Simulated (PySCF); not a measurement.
Ga(Me)(OMe)(NH2), SMILES C[O][Ga]([CH3])[NH2] (C₂H₈GaNO), CAM-B3LYP/def2-SVP optimised geometry. Atoms within 1.6 Å of the plane z = 1.0 Å (x, y, z in Å): Ga1 (0.20, 0.21, 0.00), C2 (2.14, 0.21, 0.00), H3 (2.51, -0.33, 0.89), H4 (2.56, 1.22, 0.00), O6 (-0.63, -1.38, -0.01), C7 (-2.01, -1.59, -0.02), H9 (-2.23, -2.60, -0.40), H10 (-2.44, -1.53, 1.00), N11 (-0.90, 1.64, 0.00), H12 (-0.58, 2.60, -0.02), H13 (-1.91, 1.59, 0.02).

Calculation: CAM-B3LYP/def2-TZVP (PySCF 2.14.0).

Map of the deformation density (molecule minus spherical neutral atoms) (e/bohr³) on the plane z = 1.0 Å:

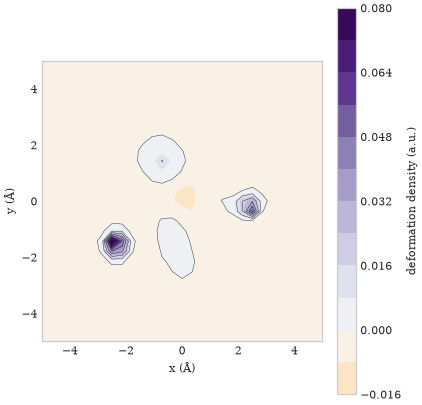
Figure. Deformation density (molecule minus spherical neutral atoms) (e/bohr³) on the plane z = 1.0 Å.
